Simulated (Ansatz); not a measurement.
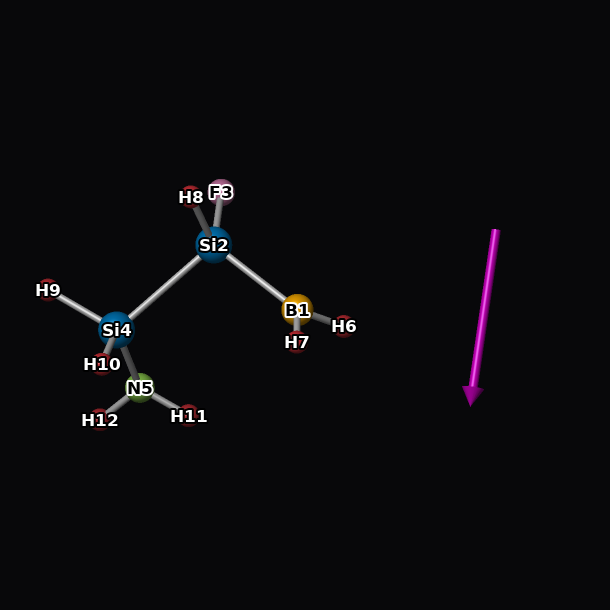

The arrow beside the molecule shows the direction of the dipole moment, from the negative to the positive end (its length means nothing). Computed geometry: PBE-D4/def2-SVP optimisation. No frequency run is at hand to confirm it as a minimum. Method: RKS PBE-D4/def2-SVP (Ansatz 0.2.0).

Estimate the dipole moment.

2.27 D; it points from the side of F3 to the side of H12 (the outermost atoms at the two ends).
